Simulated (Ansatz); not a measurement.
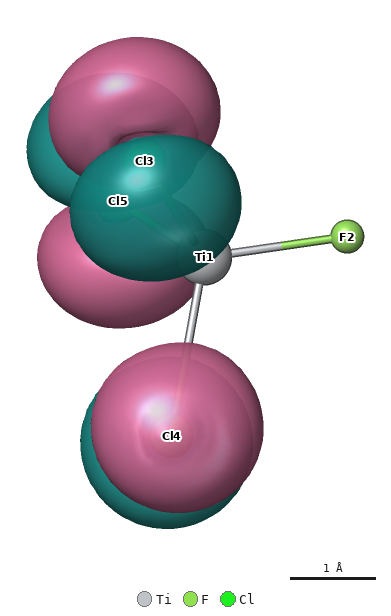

*Cl3FTi. The HOMO at ±0.1 Å⁻³ᐟ² (teal and pink are the two phases), seen at an oblique angle.*

Method: Ansatz, RKS PBE0/def2-SVP.

```
atom    x (Å)    y (Å)    z (Å)
  Ti   0.0004   0.0000  -0.0257
   F   0.0003   0.0000   1.6897
  Cl   2.0413   0.0000  -0.7336
  Cl  -1.0198   1.7673  -0.7340
  Cl  -1.0198  -1.7673  -0.7340
```

**Describe this orbital and give its energy.**

It lies mainly on Cl3 (about 30 %), Cl4 (about 30 %) and Cl5 (about 30 %); largely a combination of lone pairs on Cl3, Cl4 and Cl5. Its energy is −9.56 eV.
